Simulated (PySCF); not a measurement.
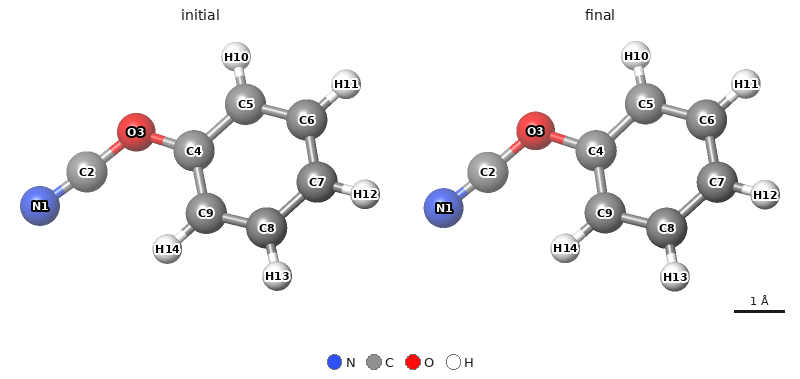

The structure of C$_{7}$H$_{5}$NO before (left) and after (right) a relaxation, at one scale.

A ball-and-stick model, seen from a free direction.

The start comes from GFN2-xTB. Its atoms were then displaced at random by about 0.01 Å.

The calculation used PBE0-D3(BJ)/def2-TZVP geometry optimisation, gas phase in PySCF. 

**Summarise the run.**

The energy falls by 3.87 kcal/mol in 7 geometry steps. N1 moves most after the best rigid fit: 0.097 Å. By element the largest moves are N 0.097 Å, H 0.052 Å, C 0.042 Å, O 0.038 Å. Near-neighbour distances that change, for instance: O3–C4 1.337 → 1.404 Å, N1–C2 1.178 → 1.154 Å, C4–C5 1.404 → 1.381 Å, C8–C9 1.369 → 1.388 Å. Bond angles that change, for instance: C5–C4–C9 118.6° → 122.7°, C2–O3–C4 121.2° → 118.2°, C7–C8–H13 117.6° → 120.2°.
